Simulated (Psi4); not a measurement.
**AlNH3Cl (SMILES [NH2][AlH][Cl]): revPBE/6-311+G(d,p)**

Aim: the vertical ionisation energy of AlNH3Cl at revPBE/6-311+G**, from 2 runs. 

The calculation is run with Psi4 1.11.

3 further runs of the same task are left out: 2 that didn't finish, 1 set aside as unsound or not needed.

### 1 The structure to begin with

AlNH3Cl has 6 atoms, charge 0, and is taken as a singlet. SMILES: `[NH2][AlH][Cl]`. The coordinates come from a PBE0-D4/def2-TZVP relaxation.

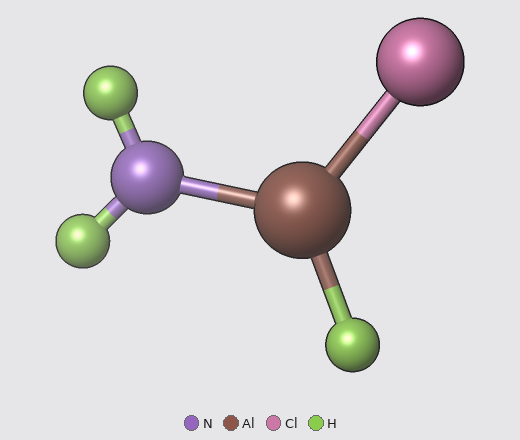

Viewed from a chosen angle; nitrogen purple, aluminium brown, chlorine pink, hydrogen green.

### 2 Energy and forces at revPBE/6-311+G(d,p)

alclh3n.in reads:

```
memory 1600 mb

molecule molecule1 {
  N     -1.19260616     0.47413228    -1.35833514
  Al     0.90253320    -0.13946179     1.14063869
  Cl     2.67112788    -3.68780053     1.22000719
  H     -2.14351634     2.10704463    -1.58510227
  H     -1.61118049    -0.74663079    -2.75692144
  H      1.45319939     1.87158475     3.25221866
  units au
  symmetry c1
}

set basis 6-311+G**
set puream true
set e_convergence 1e-09
set d_convergence 1e-08
set scf_type pk
set dft_radial_points 99
set dft_spherical_points 590

e_tot, wfn = gradient('revpbe', return_wfn=True)
print_variables()
```

The run is started by

```
$ psi4 alclh3n.in alclh3n.out -n 1
```

alclh3n.out:

```text
[...]
  Running in c1 symmetry.
[...]
  Nuclear repulsion =  128.961912902603245
[...]
  Multiplicity = 1
[...]
  Nalpha       = 20
  Nbeta        = 20
[...]
    Number of basis functions: 100
[...]
   @RKS iter   1:  -758.67454710543927   -2.88937e-02   1.09175e-02 DIIS/ADIIS
[...]
   @RKS iter  12:  -759.16617929652887   -3.75167e-12   9.15618e-09 DIIS
[...]
    Orbital Energies [Eh]
    ---------------------
    Doubly Occupied:
       1A   -100.686716     2A    -55.394677     3A    -13.978330
       4A     -9.169438     5A     -6.985937     6A     -6.981690
       7A     -6.980915     8A     -3.948393     9A     -2.549842
      10A     -2.544885    11A     -2.541551    12A     -0.769447
      13A     -0.733527    14A     -0.445410    15A     -0.409822
      16A     -0.342529    17A     -0.304057    18A     -0.291939
      19A     -0.276289    20A     -0.237919
[...]
  @RKS Final Energy:  -759.16617929652887
   => Energetics <=
    Nuclear Repulsion Energy =            128.9619129026032454
    One-Electron Energy =               -1305.9789647473151035
    Two-Electron Energy =                 472.6966680604000430
    DFT Exchange-Correlation Energy =     -54.8457955122170375
    Empirical Dispersion Energy =           0.0000000000000000
    VV10 Nonlocal Energy =                  0.0000000000000000
    Total Energy =                       -759.1661792965288669
[...]
 Multipole Moments:
 ------------------------------------------------------------------------------------
     Multipole            Electronic (a.u.)      Nuclear  (a.u.)        Total (a.u.)
 ------------------------------------------------------------------------------------
 L = 1.  Multiply by 2.5417464519 to convert [e a0] to [Debye]
 Dipole X            :          2.9451079           -3.5163349           -0.5712269
 Dipole Y            :         -3.6472807            4.2530646            0.6057840
 Dipole Z            :          1.6474288           -2.0346911           -0.3872623
 Magnitude           :                                                    0.9182845
[...]
  -Total Gradient:
     Atom            X                  Y                   Z
    ------   -----------------  -----------------  -----------------
       1        0.003211968985    -0.000713457534     0.003980097973
       2       -0.005568704614    -0.003052829621    -0.009773072523
       3       -0.004276932368     0.008537899943    -0.000222861926
       4        0.004832414487    -0.007636314210     0.001596458786
       5        0.002469255479     0.005303069159     0.006981978948
       6       -0.000675363554    -0.002448973131    -0.002579947032
[...]
```

Wall time 14 s (1 thread of Intel Xeon 6975P-C (Granite Rapids), shared host); peak memory 0.78 GiB.

### 3 The doublet cation at the same level

input.json reads:

```json
{
 "schema_name": "qcschema_input",
 "schema_version": 1,
 "molecule": {
  "schema_name": "qcschema_molecule",
  "schema_version": 2,
  "symbols": ["N", "Al", "Cl", "H", "H", "H"],
  "geometry": [-1.19260616, 0.47413228, -1.35833514, 0.9025332, -0.13946179, 1.14063869, 2.67112788, -3.68780053, 1.22000719, -2.14351634, 2.10704463, -1.58510227, -1.61118049, -0.74663079, -2.75692144, 1.45319939, 1.87158475, 3.25221866],
  "molecular_charge": 1,
  "molecular_multiplicity": 2,
  "fix_symmetry": "c1"
 },
 "driver": "gradient",
 "model": {
  "method": "revpbe",
  "basis": "6-311+G**"
 },
 "keywords": {
  "reference": "uks",
  "puream": true,
  "e_convergence": 1e-09,
  "d_convergence": 1e-08,
  "scf_type": "pk",
  "dft_radial_points": 99,
  "dft_spherical_points": 590,
  "maxiter": 200,
  "scf_properties": ["LOWDIN_CHARGES", "DIPOLE", "WIBERG_LOWDIN_INDICES"]
 }
}
```

The run is started by

```
$ psi4 --qcschema input.json -n 1 --memory 1600MB
```

stdout (excerpt; [...] marks lines left out):

```text
[...]
  Running in c1 symmetry.
[...]
  Nuclear repulsion =  128.961912902603245
[...]
  Multiplicity = 2
[...]
  Nalpha       = 20
  Nbeta        = 19
[...]
    Number of basis functions: 100
[...]
   @UKS iter   1:  -758.25720873451951    3.88445e-01   1.06442e-02 ADIIS/DIIS
[...]
   @UKS iter  96:  -758.80023081381751   -1.02318e-11   2.30006e-09 DIIS
[...]
   @S^2 Observed:                7.545758212E-01
[...]
  @UKS Final Energy:  -758.80023081381751
   => Energetics <=
    Nuclear Repulsion Energy =            128.9619129026032454
    One-Electron Energy =               -1296.1513076966975859
    Two-Electron Energy =                 462.9426941551639629
    DFT Exchange-Correlation Energy =     -54.5535301748870438
    Empirical Dispersion Energy =           0.0000000000000000
    VV10 Nonlocal Energy =                  0.0000000000000000
    Total Energy =                       -758.8002308138175067
[...]
 Multipole Moments:
 ------------------------------------------------------------------------------------
     Multipole            Electronic (a.u.)      Nuclear  (a.u.)        Total (a.u.)
 ------------------------------------------------------------------------------------
 L = 1.  Multiply by 2.5417464519 to convert [e a0] to [Debye]
 Dipole X            :          2.0369628           -3.5163349           -1.4793721
 Dipole Y            :         -2.7858188            4.2530646            1.4672458
 Dipole Z            :          0.9897837           -2.0346911           -1.0449074
 Magnitude           :                                                    2.3309190
[...]
  -Total Gradient:
     Atom            X                  Y                   Z
    ------   -----------------  -----------------  -----------------
       1        0.024167996569     0.000940497591     0.022243761503
       2       -0.035844001559     0.001709580846    -0.048368304793
       3       -0.001005123624     0.007298639613     0.003629927826
       4        0.009040383979    -0.017018544665     0.004673866868
       5        0.003328921744     0.009573298624     0.017233391698
       6        0.000304917887    -0.002514371606     0.000570444529
[...]
```

The result, in JSON:

```text
{
 "driver": "gradient",
 "model": {
  "method": "revpbe",
  "basis": "6-311+G**"
 },
 "success": true,
 "return_result": [0.024167996568580652, 0.0009404975908408886, 0.022243761502739212, -0.035844001559150386, 0.001709580845521988, -0.04836830479335554, -0.0010051236239574796, 0.007298639613379898, 0.0036299278263079247, 0.009040383978634131, -0.01701854466452868, 0.004673866868064022, 0.003328921743934121, 0.00957329862366657, 0.017233391698355333, 0.00030491788672048353, -0.002514371605785784, 0.0005704445292099569],
 "properties": {
  "calcinfo_nbasis": 100,
  "calcinfo_nmo": 100,
  "calcinfo_nalpha": 20,
  "calcinfo_nbeta": 19,
  "calcinfo_natom": 6,
  "nuclear_repulsion_energy": 128.96191290260325,
  "return_energy": -758.8002308138175,
  "return_gradient": [0.024167996568580652, 0.0009404975908408886, 0.022243761502739212, -0.035844001559150386, 0.001709580845521988, -0.04836830479335554, -0.0010051236239574796, 0.007298639613379898, 0.0036299278263079247, 0.009040383978634131, -0.01701854466452868, 0.004673866868064022, 0.003328921743934121, 0.00957329862366657, 0.017233391698355333, 0.00030491788672048353, -0.002514371605785784, 0.0005704445292099569],
  "scf_one_electron_energy": -1296.1513076966976,
  "scf_two_electron_energy": 462.94269415516396,
  "scf_xc_energy": -54.553530174887044,
  "scf_dipole_moment": [-1.4793720718916523, 1.467245783368588, -1.0449073708453527],
  "scf_total_energy": -758.8002308138175,
  "scf_total_gradient": [0.024167996568580652, 0.0009404975908408886, 0.022243761502739212, -0.035844001559150386, 0.001709580845521988, -0.04836830479335554, -0.0010051236239574796, 0.007298639613379898, 0.0036299278263079247, 0.009040383978634131, -0.01701854466452868, 0.004673866868064022, 0.003328921743934121, 0.00957329862366657, 0.017233391698355333, 0.00030491788672048353, -0.002514371605785784, 0.0005704445292099569],
  "scf_iterations": 96
 }
}
```

Run time: 95 s. Hardware: 1 thread of Intel Xeon 6975P-C (Granite Rapids), shared host; peak memory 0.78 GiB.

### 4 Outcome

Level: revPBE/6-311+G**.

| quantity | value |
| --- | --- |
| singlet AlNH3Cl: total energy | -759.16618 Eh |
| singlet AlNH3Cl: dipole moment | 2.33 D |
| singlet AlNH3Cl: HOMO energy | -6.47 eV |
| singlet AlNH3Cl: LUMO energy | -1.28 eV |
| singlet AlNH3Cl: HOMO–LUMO gap | 5.19 eV |
| singlet AlNH3Cl: largest force on an atom | 0.599 eV/Å |
| doublet cation: total energy | -758.80023 Eh |
| doublet cation: HOMO energy (highest over α and β) | -13.23 eV |
| doublet cation: LUMO energy (lowest over α and β) | -13.21 eV |
| doublet cation: ⟨S²⟩ | 0.755 |
| doublet cation: largest force on an atom | 3.097 eV/Å |
| vertical ionisation energy (to the doublet cation) | 9.958 eV |

Removing an electron at fixed nuclei costs 9.96 eV (961 kJ/mol). The largest force (singlet AlNH3Cl) is 0.60 eV/Å: the shape isn't a stationary point for this species at this level. The negative HOMO energy of the first species, 6.47 eV, lies 3.48 eV below that difference.
